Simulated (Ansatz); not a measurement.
**ClH$_{9}$Si$_{4}$ (SMILES [Si](Cl)([SiH3])([SiH3])[SiH3]): density, localisation and related maps**

Input file:

```
crystal:
  periodic: [false, false, false]
  atoms:
    - { symbol: Si, position_ang: [-1.420377, -0.637008, -1.218276] }
    - { symbol: Cl, position_ang: [-1.75379, -2.609093, -0.601744] }
    - { symbol: Si, position_ang: [-0.985589, 0.640568, 0.558026] }
    - { symbol: Si, position_ang: [-3.234019, 0.13995, -2.259205] }
    - { symbol: Si, position_ang: [0.316819, -0.572009, -2.616281] }
    - { symbol: H, position_ang: [-0.753151, 2.022629, 0.113722] }
    - { symbol: H, position_ang: [0.213449, 0.132163, 1.240169] }
    - { symbol: H, position_ang: [-2.133238, 0.602692, 1.476154] }
    - { symbol: H, position_ang: [-4.377323, 0.103036, -1.335635] }
    - { symbol: H, position_ang: [-2.988954, 1.52483, -2.687666] }
    - { symbol: H, position_ang: [-3.516582, -0.69833, -3.433484] }
    - { symbol: H, position_ang: [1.513344, -1.078065, -1.928006] }
    - { symbol: H, position_ang: [0.541933, 0.81687, -3.042737] }
    - { symbol: H, position_ang: [0.027397, -1.408918, -3.789868] }
basis:
  gaussian: { orbitals: def2-SVP }
hamiltonian:
  xc: b3lyp
relax:
  f_tol: 0.004
  max_steps: 200
output:
  orbitals: {}
```

Command:

```sh
ansatz run input.yaml --threads 4 --pin off --max-ram 10240MiB --backend cpu --events-out ev --progress --plain --runs-dir out
```

The fields are those of the relaxed geometry.

The calculation used DFT B3LYP, Gaussian basis def2-SVP in Ansatz.

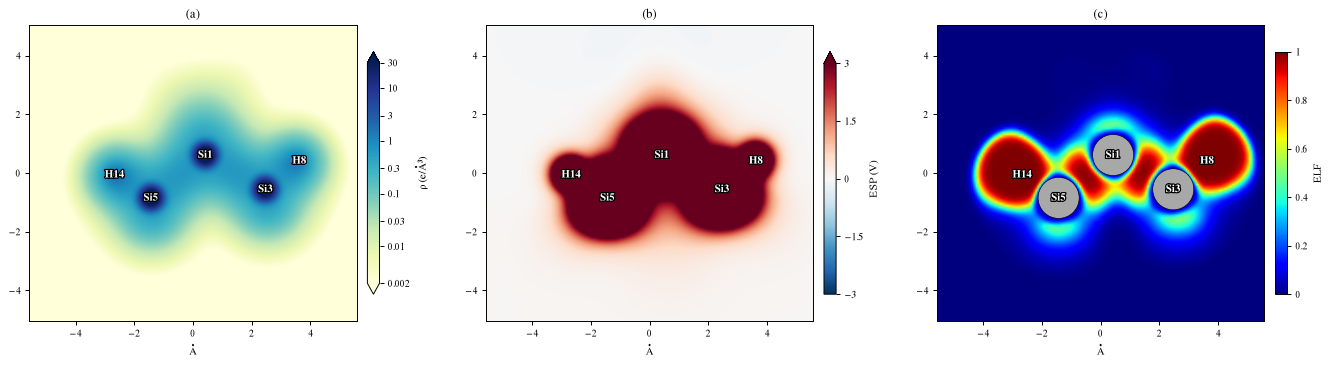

Figure 1. (a) total electron density; (b) molecular electrostatic potential; (c) electron localisation function on the plane of atoms Si1, Si5 and H14. Grey discs cover the atomic cores in the ELF map.

Q: Read the bonding off the picture.

A:
- The section cuts through Si and H sites.
- Si–Si (2.36 Å): the density is about 0.63 e/Å³ at the midpoint; the ELF peaks at about 1 between the atoms: localised, covalent bonding.
- Si–H (1.49 Å): ρ at the midpoint is about 0.75 e/Å³; the ELF climbs to about 1 towards the hydrogen, as it does in any bond to H.
- The potential has no marked negative region in this plane.

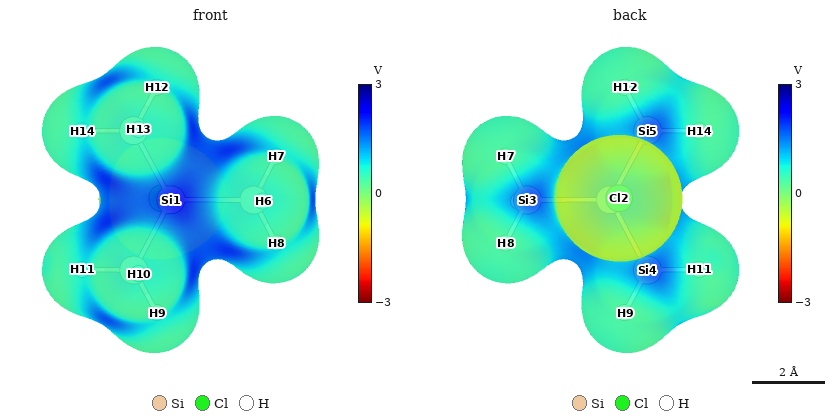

Figure 2. The molecular electrostatic potential painted on the density surface at 0.004 e/bohr³, seen from the front and from behind; red is negative and blue positive.

Q: Where is the surface potential most negative and most positive?

A: The most negative region (about −0.5 V, or −12 kcal/mol for a unit charge) lies over Cl2, the most positive (about +2.0 V, or +46 kcal/mol for a unit charge) over Si1, Si3, Si4 and Si5.

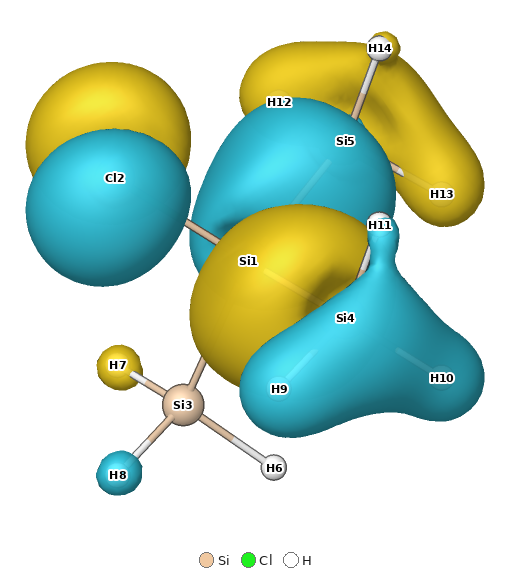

Figure 3. The HOMO at ±0.08 Å⁻³ᐟ² (yellow and cyan are the two phases), seen at an oblique angle.

Q: Where does this orbital lie, and at what energy?

A: Its weight (Hirshfeld) is mainly on Cl2 (about 30 %), Si1 (about 25 %), Si4 (about 20 %) and Si5 (about 20 %). It is one of a degenerate set, so its orientation is arbitrary. Its energy is −7.54 eV.
